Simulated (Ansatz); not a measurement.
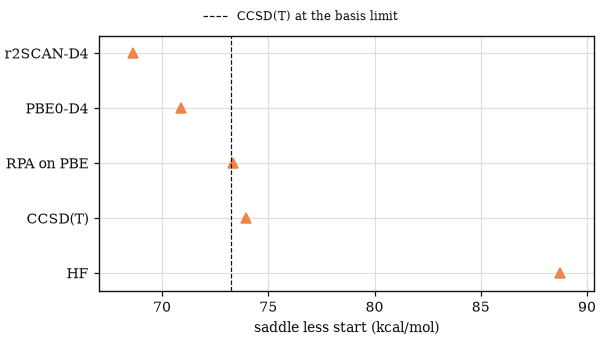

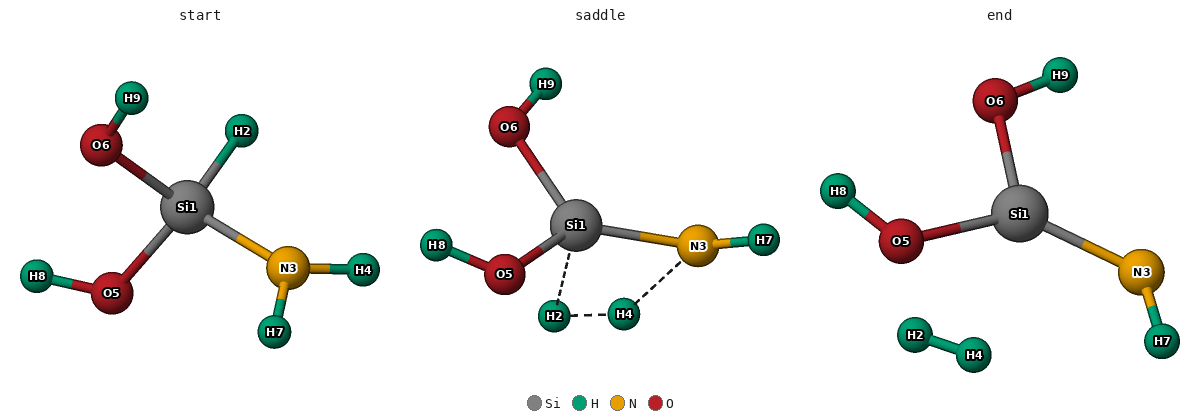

Height of the saddle over the start in one step of SiNH₅O₂ at several levels. In the step H2–H4 (2.68 → 0.91 → 0.75 Å) forms; Si1–H2 (1.48 → 1.77 → 2.99 Å) and N3–H4 (1.01 → 1.56 → 3.06 Å) break (lengths at start, saddle and end; changes of bond order aren't listed). Electronic energies at PBE0-D4/def2-TZVP geometries, energies in def2-TZVPP, the Ansatz code; cores frozen in correlated methods, no zero-point terms. Start and end are the structures at the ends of the path (complexes, where there are several molecules). The line is the MP2 basis limit plus CCSD(T) less MP2 in triple zeta. RPA on PBE holds a correlation term that converges slowly with the basis, so part of the distance to the limit is basis error. The distance of CCSD(T) to the limit includes basis error. The limit lies 0.7 kcal/mol from CCSD(T) in triple zeta, so the line itself is uncertain by a part of that.

> Which level comes closest to the line (CCSD(T) at the basis limit), and which misses most?

Closest RPA on PBE (73.3 kcal/mol), against 73.3 kcal/mol; farthest HF (88.7 kcal/mol).

> Give the values.

```
                     level  kcal/mol  less CCSD(T) at the basis limit
                 r2SCAN-D4      68.7                             −4.6
                   PBE0-D4      70.9                             −2.4
                RPA on PBE      73.3                              0.1
                   CCSD(T)      73.9                              0.7
                        HF      88.7                             15.5
CCSD(T) at the basis limit      73.3                              0.0
```
